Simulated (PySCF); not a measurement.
# Single-point calculation, with input and output: Ta2S (part 2 of 2)

Ta2S; RHF/crenbl, casci (PySCF 2.14.0). 

Geometry of the input (Å):
```
S  0.0000  0.0000  0.0000
Ta 0.0000  0.0000  2.3645
Ta 0.0000  0.0000  -2.3645
```

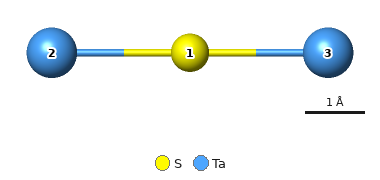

Fig. 1: The structure as given in the input (ball-and-stick view, seen at a tilt; atoms are numbered from 1 in the order of the input). Sticks mark near contacts.

## Log, continued
```
<mo_coeff-mcscf|mo_coeff-hf>  34     33       0.72792387
<mo_coeff-mcscf|mo_coeff-hf>  34     34       0.68510627
<mo_coeff-mcscf|mo_coeff-hf>  35     36       0.98599946
<mo_coeff-mcscf|mo_coeff-hf>  36     35       0.98599946
<mo_coeff-mcscf|mo_coeff-hf>  37     37       0.47238207
<mo_coeff-mcscf|mo_coeff-hf>  37     38       0.88058196
<mo_coeff-mcscf|mo_coeff-hf>  38     37       0.88058196
<mo_coeff-mcscf|mo_coeff-hf>  38     38      -0.47238207
<mo_coeff-mcscf|mo_coeff-hf>  39     39       0.99980187
<mo_coeff-mcscf|mo_coeff-hf>  40     40       0.99988867
<mo_coeff-mcscf|mo_coeff-hf>  41     41       0.99985162
<mo_coeff-mcscf|mo_coeff-hf>  42     42       0.48305670
<mo_coeff-mcscf|mo_coeff-hf>  42     43       0.87555907
<mo_coeff-mcscf|mo_coeff-hf>  43     42       0.87555907
<mo_coeff-mcscf|mo_coeff-hf>  43     43      -0.48305670
<mo_coeff-mcscf|mo_coeff-hf>  44     44       0.99831313
<mo_coeff-mcscf|mo_coeff-hf>  45     45       0.74918848
<mo_coeff-mcscf|mo_coeff-hf>  45     46      -0.66231134
<mo_coeff-mcscf|mo_coeff-hf>  46     45       0.66230443
<mo_coeff-mcscf|mo_coeff-hf>  46     46       0.74918066
<mo_coeff-mcscf|mo_coeff-hf>  47     47       0.96764372
<mo_coeff-mcscf|mo_coeff-hf>  48     48       0.96764525
<mo_coeff-mcscf|mo_coeff-hf>  49     50       0.98842918
<mo_coeff-mcscf|mo_coeff-hf>  50     49       0.98842918
<mo_coeff-mcscf|mo_coeff-hf>  51     51       0.99834169
<mo_coeff-mcscf|mo_coeff-hf>  52     52       0.99975166
<mo_coeff-mcscf|mo_coeff-hf>  53     53       0.99975166
<mo_coeff-mcscf|mo_coeff-hf>  54     54       0.99977021
<mo_coeff-mcscf|mo_coeff-hf>  55     56       0.99946351
<mo_coeff-mcscf|mo_coeff-hf>  56     55       0.99946351
<mo_coeff-mcscf|mo_coeff-hf>  57     58       0.99961597
<mo_coeff-mcscf|mo_coeff-hf>  58     57       0.99961597
<mo_coeff-mcscf|mo_coeff-hf>  59     59       0.99996655
<mo_coeff-mcscf|mo_coeff-hf>  60     60       0.99996900
<mo_coeff-mcscf|mo_coeff-hf>  61     61       0.99997837
<mo_coeff-mcscf|mo_coeff-hf>  62     62       0.99995771
<mo_coeff-mcscf|mo_coeff-hf>  63     64       0.99205639
<mo_coeff-mcscf|mo_coeff-hf>  64     63       0.99205646
<mo_coeff-mcscf|mo_coeff-hf>  65     66       0.91821932
<mo_coeff-mcscf|mo_coeff-hf>  66     65       0.91821924
<mo_coeff-mcscf|mo_coeff-hf>  67     68       0.99997637
<mo_coeff-mcscf|mo_coeff-hf>  68     67       0.99997637
<mo_coeff-mcscf|mo_coeff-hf>  69     70       0.99992341
<mo_coeff-mcscf|mo_coeff-hf>  70     69       0.99992341
<mo_coeff-mcscf|mo_coeff-hf>  71     71       0.99999327
<mo_coeff-mcscf|mo_coeff-hf>  72     72       0.99999459
<mo_coeff-mcscf|mo_coeff-hf>  73     74       0.99205781
<mo_coeff-mcscf|mo_coeff-hf>  74     73       0.99205781
<mo_coeff-mcscf|mo_coeff-hf>  75     75       0.99493934
<mo_coeff-mcscf|mo_coeff-hf>  76     76       0.99493934
<mo_coeff-mcscf|mo_coeff-hf>  77     77       0.99999891
<mo_coeff-mcscf|mo_coeff-hf>  78     78       0.99999875
<mo_coeff-mcscf|mo_coeff-hf>  79     79       0.99999937
<mo_coeff-mcscf|mo_coeff-hf>  80     80       0.98759061
<mo_coeff-mcscf|mo_coeff-hf>  81     81       0.98759061
<mo_coeff-mcscf|mo_coeff-hf>  82     82       0.99999947
<mo_coeff-mcscf|mo_coeff-hf>  83     83       0.99999997
<mo_coeff-mcscf|mo_coeff-hf>  84     84       0.99999993
<mo_coeff-mcscf|mo_coeff-hf>  85     85       0.89210479
<mo_coeff-mcscf|mo_coeff-hf>  85     86       0.45182855
<mo_coeff-mcscf|mo_coeff-hf>  86     85      -0.45182855
<mo_coeff-mcscf|mo_coeff-hf>  86     86       0.89210479
<mo_coeff-mcscf|mo_coeff-hf>  87     88       0.99663615
<mo_coeff-mcscf|mo_coeff-hf>  88     87       0.99663615
<mo_coeff-mcscf|mo_coeff-hf>  89     89       0.99999997
<mo_coeff-mcscf|mo_coeff-hf>  90     90       0.99999997
<mo_coeff-mcscf|mo_coeff-hf>  91     91       0.98579641
<mo_coeff-mcscf|mo_coeff-hf>  92     92       0.98579641
<mo_coeff-mcscf|mo_coeff-hf>  93     93       1.00000000
<mo_coeff-mcscf|mo_coeff-hf>  94     94       1.00000000
<mo_coeff-mcscf|mo_coeff-hf>  95     95       1.00000000
<mo_coeff-mcscf|mo_coeff-hf>  96     96       1.00000000
** Largest CI components **
  [alpha occ-orbitals] [beta occ-orbitals]            CI coefficient
  [0 1 2]              [0 1 2]                         0.764399735832
  [0 1 3]              [0 1 3]                        -0.341990194954
  [0 1 3]              [0 2 4]                         0.144139125011
  [0 2 3]              [0 1 4]                         0.164133491066
  [0 1 4]              [0 2 3]                         0.164133491066
  [0 2 4]              [0 1 3]                         0.144139125011
  [0 2 4]              [0 2 4]                        -0.341990194954
  [0 3 4]              [0 3 4]                         0.252278475704

WARN: Weak orthogonality for localized orbitals 1.2765858227731634e-09

 ** Mulliken pop on meta-lowdin orthogonal AOs  **
 ** Mulliken pop  **
pop of  0 S 3s            1.81777
pop of  0 S 4s            0.05000
pop of  0 S 5s            0.06408
pop of  0 S 6s            0.01447
pop of  0 S 3px           0.05652
pop of  0 S 3py           0.06981
pop of  0 S 3pz           1.66516
pop of  0 S 4px           1.32392
pop of  0 S 4py           1.06120
pop of  0 S 4pz           0.00959
pop of  0 S 5px           0.00604
pop of  0 S 5py           0.08631
pop of  0 S 5pz           0.06607
pop of  0 S 6px           0.01838
pop of  0 S 6py           0.02528
pop of  0 S 6pz           0.00523
pop of  1 Ta 5s           1.81699
pop of  1 Ta 6s           1.83858
pop of  1 Ta 7s           0.06104
pop of  1 Ta 8s           0.03835
pop of  1 Ta 9s           0.09379
pop of  1 Ta 5px          0.01032
pop of  1 Ta 5py          0.01032
pop of  1 Ta 5pz          0.01132
pop of  1 Ta 6px          0.15936
pop of  1 Ta 6py          0.15954
pop of  1 Ta 6pz          0.16354
pop of  1 Ta 7px          1.82346
pop of  1 Ta 7py          1.82456
pop of  1 Ta 7pz          1.75070
pop of  1 Ta 8px          0.01883
pop of  1 Ta 8py          0.05365
pop of  1 Ta 8pz          0.16407
pop of  1 Ta 9px          0.00312
pop of  1 Ta 9py          0.00446
pop of  1 Ta 9pz          0.00446
pop of  1 Ta 5dxy         0.06025
pop of  1 Ta 5dyz         0.15160
pop of  1 Ta 5dz^2        0.00044
pop of  1 Ta 5dxz         0.00005
pop of  1 Ta 5dx2-y2      0.23778
pop of  1 Ta 6dxy         0.00299
pop of  1 Ta 6dyz         0.01160
pop of  1 Ta 6dz^2        0.00033
pop of  1 Ta 6dxz         0.00030
pop of  1 Ta 6dx2-y2      0.80319
pop of  1 Ta 7dxy         0.37605
pop of  1 Ta 7dyz         0.91204
pop of  1 Ta 7dz^2        0.00382
pop of  1 Ta 7dxz         0.00006
pop of  1 Ta 7dx2-y2      0.14728
pop of  1 Ta 8dxy         0.01746
pop of  1 Ta 8dyz         0.03666
pop of  1 Ta 8dz^2        0.00088
pop of  1 Ta 8dxz         0.00000
pop of  1 Ta 8dx2-y2      0.05682
pop of  2 Ta 5s           1.81699
pop of  2 Ta 6s           1.83858
pop of  2 Ta 7s           0.06104
pop of  2 Ta 8s           0.03835
pop of  2 Ta 9s           0.09379
pop of  2 Ta 5px          0.01032
pop of  2 Ta 5py          0.01032
pop of  2 Ta 5pz          0.01132
pop of  2 Ta 6px          0.15936
pop of  2 Ta 6py          0.15954
pop of  2 Ta 6pz          0.16354
pop of  2 Ta 7px          1.82346
pop of  2 Ta 7py          1.82456
pop of  2 Ta 7pz          1.75070
pop of  2 Ta 8px          0.01883
pop of  2 Ta 8py          0.05365
pop of  2 Ta 8pz          0.16407
pop of  2 Ta 9px          0.00312
pop of  2 Ta 9py          0.00446
pop of  2 Ta 9pz          0.00446
pop of  2 Ta 5dxy         0.06025
pop of  2 Ta 5dyz         0.15160
pop of  2 Ta 5dz^2        0.00044
pop of  2 Ta 5dxz         0.00005
pop of  2 Ta 5dx2-y2      0.23778
pop of  2 Ta 6dxy         0.00299
pop of  2 Ta 6dyz         0.01160
pop of  2 Ta 6dz^2        0.00033
pop of  2 Ta 6dxz         0.00030
pop of  2 Ta 6dx2-y2      0.80319
pop of  2 Ta 7dxy         0.37605
pop of  2 Ta 7dyz         0.91204
pop of  2 Ta 7dz^2        0.00383
pop of  2 Ta 7dxz         0.00006
pop of  2 Ta 7dx2-y2      0.14728
pop of  2 Ta 8dxy         0.01746
pop of  2 Ta 8dyz         0.03666
pop of  2 Ta 8dz^2        0.00088
pop of  2 Ta 8dxz         0.00000
pop of  2 Ta 8dx2-y2      0.05682
 ** Mulliken atomic charges  **
charge of    0S =     -0.33983
charge of    1Ta =      0.16992
charge of    2Ta =      0.16992
Mulliken spin population analysis on meta-Lowdin AOs:

WARN: Weak orthogonality for localized orbitals 1.2765858227731634e-09

 ** Mulliken pop on meta-lowdin orthogonal AOs  **
 ** Mulliken pop  **
pop of  0 S 3s           -0.00000
pop of  0 S 4s            0.00000
pop of  0 S 5s            0.00000
pop of  0 S 6s           -0.00000
pop of  0 S 3px          -0.00000
pop of  0 S 3py          -0.00000
pop of  0 S 3pz           0.00000
pop of  0 S 4px          -0.00000
pop of  0 S 4py           0.00000
pop of  0 S 4pz           0.00000
pop of  0 S 5px          -0.00000
pop of  0 S 5py           0.00000
pop of  0 S 5pz           0.00000
pop of  0 S 6px          -0.00000
pop of  0 S 6py           0.00000
pop of  0 S 6pz           0.00000
pop of  1 Ta 5s          -0.00000
pop of  1 Ta 6s           0.00000
pop of  1 Ta 7s           0.00000
pop of  1 Ta 8s           0.00000
pop of  1 Ta 9s           0.00000
pop of  1 Ta 5px          0.00000
pop of  1 Ta 5py         -0.00000
pop of  1 Ta 5pz          0.00000
pop of  1 Ta 6px          0.00000
pop of  1 Ta 6py          0.00000
pop of  1 Ta 6pz          0.00000
pop of  1 Ta 7px         -0.00000
pop of  1 Ta 7py          0.00000
pop of  1 Ta 7pz          0.00000
pop of  1 Ta 8px          0.00000
pop of  1 Ta 8py          0.00000
pop of  1 Ta 8pz         -0.00000
pop of  1 Ta 9px          0.00000
pop of  1 Ta 9py         -0.00000
pop of  1 Ta 9pz          0.00000
pop of  1 Ta 5dxy        -0.00000
pop of  1 Ta 5dyz        -0.00000
pop of  1 Ta 5dz^2        0.00000
pop of  1 Ta 5dxz         0.00000
pop of  1 Ta 5dx2-y2     -0.00000
pop of  1 Ta 6dxy         0.00000
pop of  1 Ta 6dyz        -0.00000
pop of  1 Ta 6dz^2        0.00000
pop of  1 Ta 6dxz         0.00000
pop of  1 Ta 6dx2-y2     -0.00000
pop of  1 Ta 7dxy        -0.00000
pop of  1 Ta 7dyz        -0.00000
pop of  1 Ta 7dz^2        0.00000
pop of  1 Ta 7dxz         0.00000
pop of  1 Ta 7dx2-y2     -0.00000
pop of  1 Ta 8dxy         0.00000
pop of  1 Ta 8dyz        -0.00000
pop of  1 Ta 8dz^2        0.00000
pop of  1 Ta 8dxz         0.00000
pop of  1 Ta 8dx2-y2     -0.00000
pop of  2 Ta 5s           0.00000
pop of  2 Ta 6s           0.00000
pop of  2 Ta 7s           0.00000
pop of  2 Ta 8s           0.00000
pop of  2 Ta 9s           0.00000
pop of  2 Ta 5px         -0.00000
pop of  2 Ta 5py         -0.00000
pop of  2 Ta 5pz          0.00000
pop of  2 Ta 6px         -0.00000
pop of  2 Ta 6py         -0.00000
pop of  2 Ta 6pz          0.00000
pop of  2 Ta 7px          0.00000
pop of  2 Ta 7py         -0.00000
pop of  2 Ta 7pz          0.00000
pop of  2 Ta 8px         -0.00000
pop of  2 Ta 8py         -0.00000
pop of  2 Ta 8pz         -0.00000
pop of  2 Ta 9px         -0.00000
pop of  2 Ta 9py          0.00000
pop of  2 Ta 9pz         -0.00000
pop of  2 Ta 5dxy        -0.00000
pop of  2 Ta 5dyz         0.00000
pop of  2 Ta 5dz^2        0.00000
pop of  2 Ta 5dxz         0.00000
pop of  2 Ta 5dx2-y2      0.00000
pop of  2 Ta 6dxy         0.00000
pop of  2 Ta 6dyz         0.00000
pop of  2 Ta 6dz^2        0.00000
pop of  2 Ta 6dxz         0.00000
pop of  2 Ta 6dx2-y2      0.00000
pop of  2 Ta 7dxy        -0.00000
pop of  2 Ta 7dyz         0.00000
pop of  2 Ta 7dz^2        0.00000
pop of  2 Ta 7dxz         0.00000
pop of  2 Ta 7dx2-y2      0.00000
pop of  2 Ta 8dxy         0.00000
pop of  2 Ta 8dyz         0.00000
pop of  2 Ta 8dz^2        0.00000
pop of  2 Ta 8dxz        -0.00000
pop of  2 Ta 8dx2-y2      0.00000
 ** Mulliken atomic charges  **
charge of    0S =      6.00000
charge of    1Ta =     13.00000
charge of    2Ta =     13.00000
spop of 0 S 3s         -0.00000
spop of 0 S 4s          0.00000
spop of 0 S 5s          0.00000
spop of 0 S 6s         -0.00000
spop of 0 S 3px        -0.00000
spop of 0 S 3py        -0.00000
spop of 0 S 3pz         0.00000
spop of 0 S 4px        -0.00000
spop of 0 S 4py         0.00000
spop of 0 S 4pz         0.00000
spop of 0 S 5px        -0.00000
spop of 0 S 5py         0.00000
spop of 0 S 5pz         0.00000
spop of 0 S 6px        -0.00000
spop of 0 S 6py         0.00000
spop of 0 S 6pz         0.00000
spop of 1 Ta 5s        -0.00000
spop of 1 Ta 6s         0.00000
spop of 1 Ta 7s         0.00000
spop of 1 Ta 8s         0.00000
spop of 1 Ta 9s         0.00000
spop of 1 Ta 5px        0.00000
spop of 1 Ta 5py       -0.00000
spop of 1 Ta 5pz        0.00000
spop of 1 Ta 6px        0.00000
spop of 1 Ta 6py        0.00000
spop of 1 Ta 6pz        0.00000
spop of 1 Ta 7px       -0.00000
spop of 1 Ta 7py        0.00000
spop of 1 Ta 7pz        0.00000
spop of 1 Ta 8px        0.00000
spop of 1 Ta 8py        0.00000
spop of 1 Ta 8pz       -0.00000
spop of 1 Ta 9px        0.00000
spop of 1 Ta 9py       -0.00000
spop of 1 Ta 9pz        0.00000
spop of 1 Ta 5dxy      -0.00000
spop of 1 Ta 5dyz      -0.00000
spop of 1 Ta 5dz^2      0.00000
spop of 1 Ta 5dxz       0.00000
spop of 1 Ta 5dx2-y2   -0.00000
spop of 1 Ta 6dxy       0.00000
spop of 1 Ta 6dyz      -0.00000
spop of 1 Ta 6dz^2      0.00000
spop of 1 Ta 6dxz       0.00000
spop of 1 Ta 6dx2-y2   -0.00000
spop of 1 Ta 7dxy      -0.00000
spop of 1 Ta 7dyz      -0.00000
spop of 1 Ta 7dz^2      0.00000
spop of 1 Ta 7dxz       0.00000
spop of 1 Ta 7dx2-y2   -0.00000
spop of 1 Ta 8dxy       0.00000
spop of 1 Ta 8dyz      -0.00000
spop of 1 Ta 8dz^2      0.00000
spop of 1 Ta 8dxz       0.00000
spop of 1 Ta 8dx2-y2   -0.00000
spop of 2 Ta 5s         0.00000
spop of 2 Ta 6s         0.00000
spop of 2 Ta 7s         0.00000
spop of 2 Ta 8s         0.00000
spop of 2 Ta 9s         0.00000
spop of 2 Ta 5px       -0.00000
spop of 2 Ta 5py       -0.00000
spop of 2 Ta 5pz        0.00000
spop of 2 Ta 6px       -0.00000
spop of 2 Ta 6py       -0.00000
spop of 2 Ta 6pz        0.00000
spop of 2 Ta 7px        0.00000
spop of 2 Ta 7py       -0.00000
spop of 2 Ta 7pz        0.00000
spop of 2 Ta 8px       -0.00000
spop of 2 Ta 8py       -0.00000
spop of 2 Ta 8pz       -0.00000
spop of 2 Ta 9px       -0.00000
spop of 2 Ta 9py        0.00000
spop of 2 Ta 9pz       -0.00000
spop of 2 Ta 5dxy      -0.00000
spop of 2 Ta 5dyz       0.00000
spop of 2 Ta 5dz^2      0.00000
spop of 2 Ta 5dxz       0.00000
spop of 2 Ta 5dx2-y2    0.00000
spop of 2 Ta 6dxy       0.00000
spop of 2 Ta 6dyz       0.00000
spop of 2 Ta 6dz^2      0.00000
spop of 2 Ta 6dxz       0.00000
spop of 2 Ta 6dx2-y2    0.00000
spop of 2 Ta 7dxy      -0.00000
spop of 2 Ta 7dyz       0.00000
spop of 2 Ta 7dz^2      0.00000
spop of 2 Ta 7dxz       0.00000
spop of 2 Ta 7dx2-y2    0.00000
spop of 2 Ta 8dxy       0.00000
spop of 2 Ta 8dyz       0.00000
spop of 2 Ta 8dz^2      0.00000
spop of 2 Ta 8dxz      -0.00000
spop of 2 Ta 8dx2-y2    0.00000
Mulliken atomic spins:
spin of  0S =      0.00000
spin of  1Ta =     -0.00000
spin of  2Ta =      0.00000
Dipole moment(X, Y, Z, Debye): -0.00000,  0.00000,  0.00001
orbital energies (hartree): [-0.2515 -0.1964 -0.1964  0.003   0.003   0.0551]
```

## Summary

- outcome: converged
- SCF energy: −123.882437 hartree
- dipole moment: 0.00 D
- hardware: 1 CPU thread, shared host
- wall time: 3.3 s

## Notes

Notes on the run: Weak orthogonality for localized orbitals.
